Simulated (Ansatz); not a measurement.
```xyz
15

C    -0.8112    0.3473   -1.2202
C    -0.6520    0.4529    0.1227
C    -0.6787   -1.0785   -1.7491
B    -1.1011    1.5722   -2.1187
O    -1.1998    2.8131   -1.5341
O    -1.2465    1.3522   -3.4674
O    -0.4001   -0.6492    0.8776
Si   -0.3468   -2.0281   -0.1509
H    -1.3818    3.5364   -2.1443
H    -1.4266    2.1423   -3.9897
H    -0.7087    1.3858    0.6931
H    -1.3978   -2.9938    0.2787
H     0.9899   -2.6752   -0.0250
H     0.1372   -1.1638   -2.4885
H    -1.5941   -1.4051   -2.2733
```

Geometry: r2SCAN-D4/def2-SVP.

Method: isolated molecule in a Gaussian basis; Kohn-Sham density functional theory, functional PBE0 in Ansatz 0.2.0.

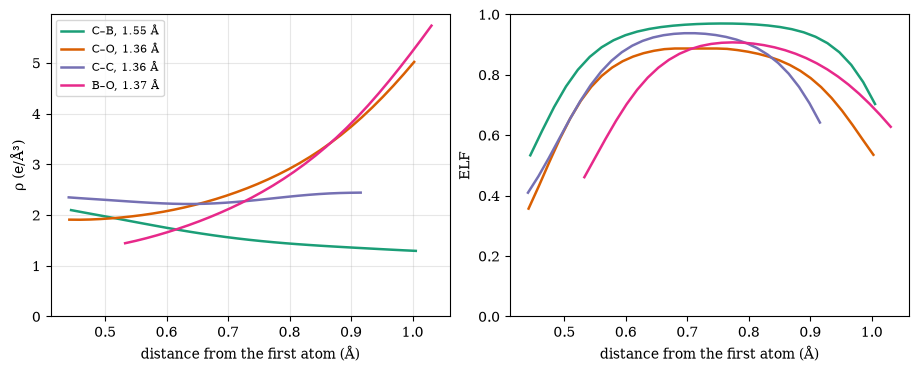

C3H7BO3Si (SMILES OB(O)C1=CO[SiH2]C1). Total electron density and ELF along straight lines between neighbouring atoms. The curves leave out the atomic cores.

Question: Compare the contacts.

Answer: C–B (1.55 Å): the density is about 1.5 e/Å³ at the midpoint; the ELF peaks at about 0.95 between the atoms, as expected for localised, covalent bonding.
C–O (1.36 Å): ρ at the midpoint is about 2.3 e/Å³, with its minimum of 1.9 e/Å³ about 0.5 Å from C; the ELF peaks at about 0.90 between the atoms: a polar covalent bond.
C–C (1.36 Å): the density is about 2.2 e/Å³ at the midpoint; the ELF peaks at about 0.95 between the atoms, as expected for a covalent bond.
B–O (1.37 Å): the density is about 2 e/Å³ at the midpoint; the ELF peaks at about 0.90 between the atoms: a short, strongly polar bond.
